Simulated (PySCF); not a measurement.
C4H5BCl2

```yaml
atoms:
  - { symbol: C, position_ang: [-1.6562, -0.7355, 1.2276] }
  - { symbol: C, position_ang: [-1.0339, -0.7089, -0.1366] }
  - { symbol: C, position_ang: [0.2103, -0.4131, -0.3992] }
  - { symbol: C, position_ang: [1.4557, -0.0637, -0.6649] }
  - { symbol: B, position_ang: [1.8407, 1.4032, -0.9238] }
  - { symbol: Cl, position_ang: [0.6471, 2.6891, -0.9108] }
  - { symbol: Cl, position_ang: [3.5152, 1.8220, -1.2478] }
  - { symbol: H, position_ang: [-2.4858, -0.0128, 1.2849] }
  - { symbol: H, position_ang: [-2.0743, -1.7311, 1.4459] }
  - { symbol: H, position_ang: [-0.9261, -0.4856, 2.0088] }
  - { symbol: H, position_ang: [-1.6752, -0.9508, -0.9954] }
  - { symbol: H, position_ang: [2.2313, -0.8401, -0.6957] }
```

Geometry: PBE0-D3(BJ)/def2-SVP.

Theory: B3LYP/def2-SVPD, SCF density, gas phase in PySCF 2.14.0.

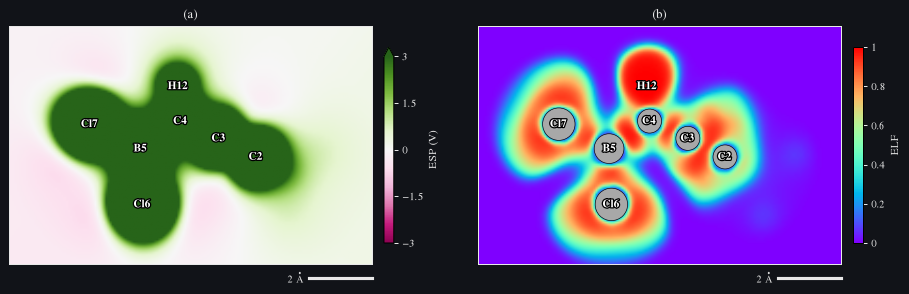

Figure 1. (a) electrostatic potential; (b) electron localisation function on the plane of atoms C3, C4 and H12. Grey discs cover the atomic cores in the ELF map.

Q: Interpret the plot.

A:
- The plane passes through C, B, Cl and H nuclei.
- C–C (1.31 Å): the ELF peaks at about 0.95 between the atoms (a multiple bond).
- C–B (1.54 Å): the ELF peaks at about 0.95 between the atoms; a covalent bond.
- B–Cl (1.75 Å): the ELF peaks at about 0.90 between the atoms (a shared but strongly polarised pair).
- C–H (1.10 Å): the ELF climbs to about 1 towards the hydrogen, as it does in any bond to H (an ordinary covalent bond to hydrogen).
- The ELF also peaks beside Cl6 and Cl7, away from the bonds: lone-pair regions.
- Outside the dense part of the molecule the potential is most negative (−0.7 V) near Cl6.

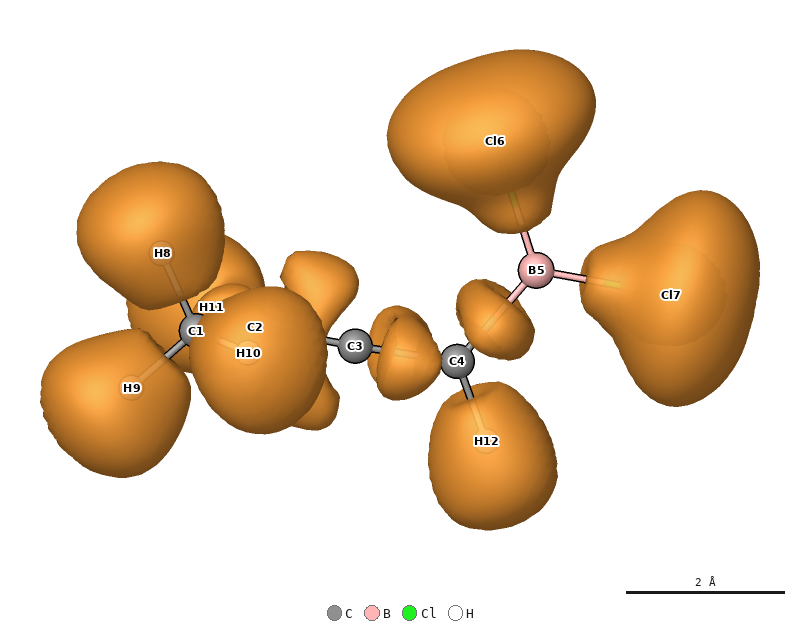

Figure 2. Isosurface of the ELF at 0.75 (orange), seen at a tilt. Core shells and regions of very low density are left out.

Q: Where are the electrons localised?

A: The ELF exceeds this value in one region between bonded B–C atoms (shared pairs), three regions between bonded C–C atoms (shared pairs), five regions around hydrogen nuclei and two regions on Cl in which the atom's valence shell and bonds are merged.

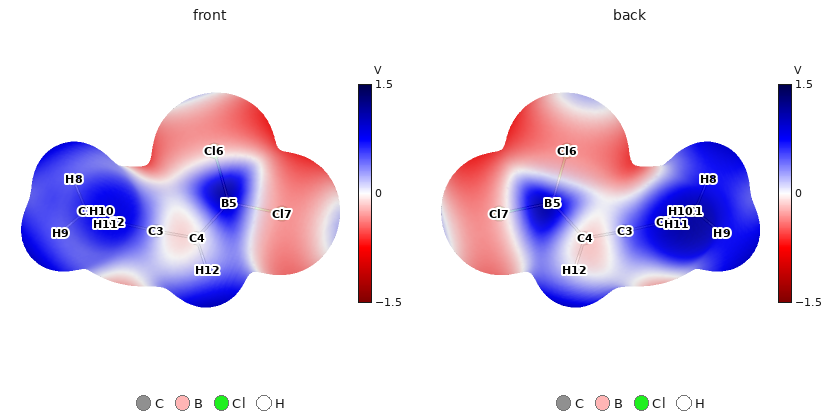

Figure 3. The molecular electrostatic potential painted on the density surface at 0.002 e/bohr³, seen from the front and from behind; the colour scale runs from red (negative) to blue (positive).

Q: Describe the electrostatic potential map.

A: The most negative region (about −0.6 V) lies over Cl6 and Cl7, the most positive (about +1.1 V) over B5 and H11. Cl6 shows a σ-hole: about +0.2 V at the tip opposite its bond, against about −0.4 V on its flanks. Cl7 shows a σ-hole: about +0.2 V at the tip opposite its bond, against about −0.4 V on its flanks.

Q: How polar is the molecule by this calculation?

A: Its dipole moment is 2.79 D.
